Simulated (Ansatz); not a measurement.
Pulling on the C5–H6 bond in CH5OSb (SMILES C[O][SbH2]) (multiplicity 1 held, fragments rigid). Energies count from the point at 1.097 Å.
Geometry at that point (charge 0, multiplicity 1):
```xyz
8

Sb    -0.392     0.273     0.380
H     -1.527    -0.689    -0.502
H     -0.423     1.442    -0.895
O      1.216    -0.679    -0.264
C      1.339    -0.996    -1.639
H      1.336    -0.096    -2.265
H      2.290    -1.515    -1.778
H      0.529    -1.653    -1.979
```

R- and RO- levels are restricted; in cc, def2 and unpolarised 6-31G sets they are followed outwards from rest. U- levels take the lowest unrestricted solution at each point, which mixes spins at long bonds. Active spaces are followed from a long bond inwards. Levels need not reach the same state.

Cores are frozen in the correlated methods. Filled d and f shells under p-block atoms count as core.

Codes used: Ansatz (an electronic-structure program).  In def2 rows elements past Kr take small-core potentials, without spin–orbit coupling.

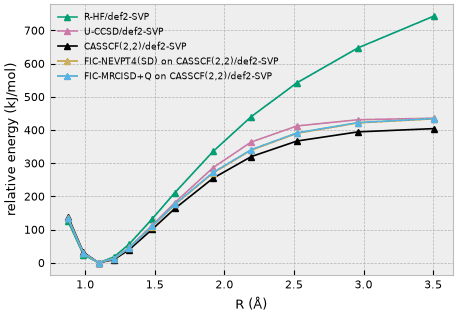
*Relative energy along the coordinate*

Problem. Read off the R-HF/def2-SVP curve at R = 2.193.

Solution. about 440 kJ/mol

Doubts at one or more of the structures used: a restricted determinant that unrestricted orbitals would lower (R-HF/def2-SVP); a spin-contaminated determinant (U-CCSD/def2-SVP); T1 above 0.05 (U-CCSD/def2-SVP).
